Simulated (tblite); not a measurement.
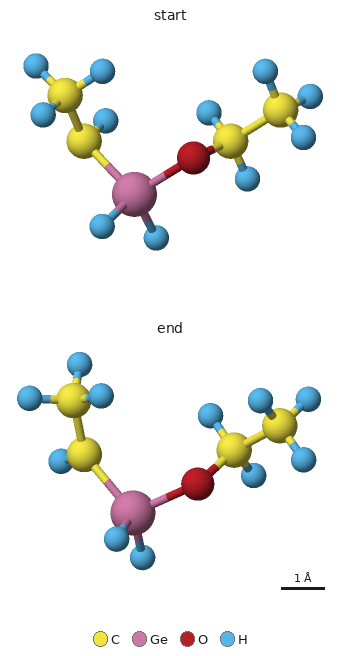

The structure of C4H11GeO (multiplicity 2) before (top) and after (bottom) a relaxation, at one scale.

A ball-and-stick model, seen face on.

Level of theory: tblite, GFN2-xTB geometry optimisation, gas phase. 

Summarise the run.

Answer. Over 138 geometry steps the energy falls by 59.3 kJ/mol. An H atom moves most after the best rigid fit: 1.58 Å. By element the largest moves are H 1.58 Å, O 0.44 Å, C 0.33 Å, Ge 0.16 Å. Among the contacts that change: C–C 1.526 → 1.478 Å, Ge–H 1.547 → 1.500 Å, Ge–O 1.809 → 1.763 Å, Ge–H 1.557 → 1.514 Å. Among the angles between lasting bonds that change: Ge–O–C 107.8° → 125.9°, C–C–Ge 111.1° → 123.5°, O–Ge–H 108.4° → 96.8°. Groups turn about Ge–O by about 20°. Cost: 0.65 s on 1 thread of Arm Neoverse V2, on a shared host.
